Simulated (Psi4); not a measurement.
**CH5AlO (SMILES [CH3][AlH][OH]) at CCSD(T)/6-31G(d) (spherical functions, sweep point 3)**

Aim: the vertical singlet–triplet gap of CH5AlO at CCSD(T)/6-31G* (spherical functions, sweep point 3), from 2 runs. 

The results are computed with Psi4 1.11.

7 further runs of the same task are left out: 7 that didn't finish. Runs told in other sessions of the task aren't counted.

### Step 1. The system as given

CH5AlO: 8 atoms, total charge 0, spin state singlet. SMILES: `[CH3][AlH][OH]`. The shape is that of a PBE0-D4/def2-TZVP optimisation. This is one conformer, not always the lowest.

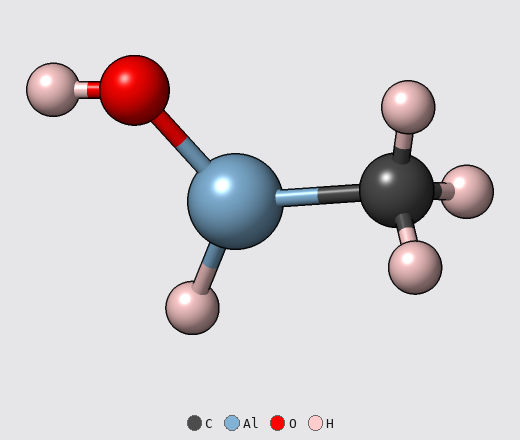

The structure, seen from a chosen angle (carbon dark grey, aluminium light blue, oxygen red, hydrogen pink).

### Step 2. The energy at CCSD(T)/6-31G(d) (spherical functions, sweep point 3)

Input file job.inp:

```
memory 1600 mb

molecule {
  0 1
  C     -0.777900     0.982200    -0.070900
  Al     0.579700    -0.394200    -0.239900
  O      0.544600    -1.676400     0.876800
  H     -0.325100     1.954500     0.149300
  H     -1.491400     0.755400     0.724300
  H     -1.335700     1.105000    -1.004800
  H      1.716800    -0.394500    -1.350200
  H      1.181200    -2.389100     0.859500
  symmetry c1
}

set {
  basis           6-31G*
  reference       rhf
  puream          true
  scf_type        pk
  num_frozen_docc 7
}

e, wfn = energy("ccsd(t)", return_wfn=True)
```

Launch:

```
$ psi4 -i job.inp -o job.out -n 1
```

job.out:

```text
[...]
  Running in c1 symmetry.
[...]
  Nuclear repulsion =   98.976519589456259
[...]
  Multiplicity = 1
[...]
  Nalpha       = 16
  Nbeta        = 16
[...]
    Number of basis functions: 56
[...]
   @RHF iter   1:  -357.43823230931150   -1.01444e+00   1.01100e-02 DIIS/ADIIS
[...]
   @RHF iter  11:  -357.58779262572256   -1.81899e-12   3.59519e-09 DIIS
[...]
    Orbital Energies [Eh]
    ---------------------
    Doubly Occupied:
       1A    -58.447242     2A    -20.530102     3A    -11.186944
       4A     -4.875085     5A     -3.190593     6A     -3.188245
       7A     -3.186589     8A     -1.291914     9A     -0.916705
      10A     -0.668819    11A     -0.546697    12A     -0.537584
      13A     -0.529677    14A     -0.484480    15A     -0.471160
      16A     -0.405987
[...]
  @RHF Final Energy:  -357.58779262572256
   => Energetics <=
    Nuclear Repulsion Energy =             98.9765195894562595
    One-Electron Energy =                -692.2129765608958678
    Two-Electron Energy =                 235.6486643457169805
    Total Energy =                       -357.5877926257226136
[...]
 Multipole Moments:
 ------------------------------------------------------------------------------------
     Multipole            Electronic (a.u.)      Nuclear  (a.u.)        Total (a.u.)
 ------------------------------------------------------------------------------------
 L = 1.  Multiply by 2.5417464519 to convert [e a0] to [Debye]
 Dipole X            :          1.9917646           -1.6992621            0.2925025
 Dipole Y            :         -2.9194031            2.8690055           -0.0503975
 Dipole Z            :          0.4967486           -0.7373228           -0.2405743
 Magnitude           :                                                    0.3820649
[...]
      * MP2 total energy                      = -357.951953035210920
[...]
      * CCSD total energy                     = -357.981645610594455
[...]
      * CCSD(T) total energy                  = -357.989339819056966
[...]
```

Run time: 3.3 s. Hardware: 1 thread of Intel Xeon 6975P-C (Granite Rapids), shared host; peak memory 0.25 GiB.

### Step 3. The triplet

Input file input.inp:

```
memory 1.6 GB

molecule {
  0 3
  C     -0.777900     0.982200    -0.070900
  Al     0.579700    -0.394200    -0.239900
  O      0.544600    -1.676400     0.876800
  H     -0.325100     1.954500     0.149300
  H     -1.491400     0.755400     0.724300
  H     -1.335700     1.105000    -1.004800
  H      1.716800    -0.394500    -1.350200
  H      1.181200    -2.389100     0.859500
  symmetry c1
}

set {
  basis                   6-31G*
  reference               uhf
  puream                  true
  scf_type                pk
  num_frozen_docc         7
  maxiter                 100
  soscf                   true
  soscf_start_convergence 0.001
}

energy_value, wavefunction = energy("ccsd(t)", return_wfn=True)
print_variables()
```

Launch:

```
$ psi4 -n 1 input.inp input.out
```

input.out:

```text
[...]
  Running in c1 symmetry.
[...]
  Nuclear repulsion =   98.976519589456259
[...]
  Multiplicity = 3
[...]
  Nalpha       = 17
  Nbeta        = 15
[...]
    Number of basis functions: 56
[...]
   @UHF iter   1:  -357.19115509015012   -7.67359e-01   1.00001e-02 ADIIS/DIIS
[...]
   @UHF iter  22:  -357.36190194454144   -2.21689e-12   9.52124e-09 SOSCF, nmicro=conv
[...]
   @S^2 Observed:                2.007386418E+00
[...]
    Orbital Energies [Eh]
    ---------------------
    Alpha Occupied:
       1A    -58.453859     2A    -20.495996     3A    -11.340288
       4A     -4.883720     5A     -3.201759     6A     -3.201186
       7A     -3.194457     8A     -1.265669     9A     -1.070183
      10A     -0.672956    11A     -0.661027    12A     -0.660920
      13A     -0.608041    14A     -0.509804    15A     -0.478566
      16A     -0.441007    17A     -0.147930
    Alpha Virtual:
      18A      0.086492    19A      0.138296    20A      0.195024
      21A      0.211123    22A      0.227093    23A      0.255462
      24A      0.321102    25A      0.331496    26A      0.342719
[...]
  @UHF Final Energy:  -357.36190194454144
   => Energetics <=
    Nuclear Repulsion Energy =             98.9765195894562595
    One-Electron Energy =                -691.1717131236658815
    Two-Electron Energy =                 234.8332915896681357
    Total Energy =                       -357.3619019445414438
  UHF NO Occupations:
  HONO-2 :   15  A 1.9986005
  HONO-1 :   16  A 1.0000000
  HONO-0 :   17  A 1.0000000
  LUNO+0 :   18  A 0.0013995
  LUNO+1 :   19  A 0.0010868
[...]
 Multipole Moments:
 ------------------------------------------------------------------------------------
     Multipole            Electronic (a.u.)      Nuclear  (a.u.)        Total (a.u.)
 ------------------------------------------------------------------------------------
 L = 1.  Multiply by 2.5417464519 to convert [e a0] to [Debye]
 Dipole X            :          0.6884371           -1.6992621           -1.0108250
 Dipole Y            :         -1.4283856            2.8690055            1.4406199
 Dipole Z            :          0.6426565           -0.7373228           -0.0946663
 Magnitude           :                                                    1.7624173
[...]
      * MP2 total energy                      = -357.709241409102788
[...]
      * CCSD total energy                     = -357.753893866534497
[...]
      * CCSD(T) total energy                     = -357.763439524007879
[...]
```

It took 11 s on 1 thread of Intel Xeon 6975P-C (Granite Rapids), shared host; peak memory 0.26 GiB.

### Step 4. What came out

Level: CCSD(T)/6-31G* (spherical functions, sweep point 3), 7 core orbitals frozen.

| quantity | value |
| --- | --- |
| singlet: total energy | -357.98934 Eh |
| singlet: HOMO energy (Hartree–Fock orbitals) | -11.05 eV |
| singlet: LUMO energy (Hartree–Fock orbitals) | 2.29 eV |
| singlet: HOMO–LUMO gap (Hartree–Fock orbitals) | 13.33 eV |
| singlet: correlation energy (7 core orbitals frozen) | -401.5 mEh |
| singlet: (T) correction | -7.69 mEh |
| singlet: T1 diagnostic | 0.013 |
| triplet: total energy | -357.76344 Eh |
| triplet: HOMO energy (Hartree–Fock orbitals) (highest over α and β) | -4.03 eV |
| triplet: LUMO energy (Hartree–Fock orbitals) (lowest over α and β) | -2.39 eV |
| triplet: correlation energy (7 core orbitals frozen) | -401.5 mEh |
| triplet: (T) correction | -9.55 mEh |
| triplet: ⟨S²⟩ of the reference determinant | 2.007 |
| triplet: T1 diagnostic | 0.108 |
| vertical energy of the triplet above the singlet | 6.147 eV |

**Reading.** At this shape the triplet lies 6.15 eV (593 kJ/mol) above the singlet. The triples (singlet) make up 1.9 % of the correlation energy. The T1 diagnostic (triplet) of 0.108 is above the customary mark for such species, so a single reference may not serve. The triples (triplet) make up 2.4 % of the correlation energy.
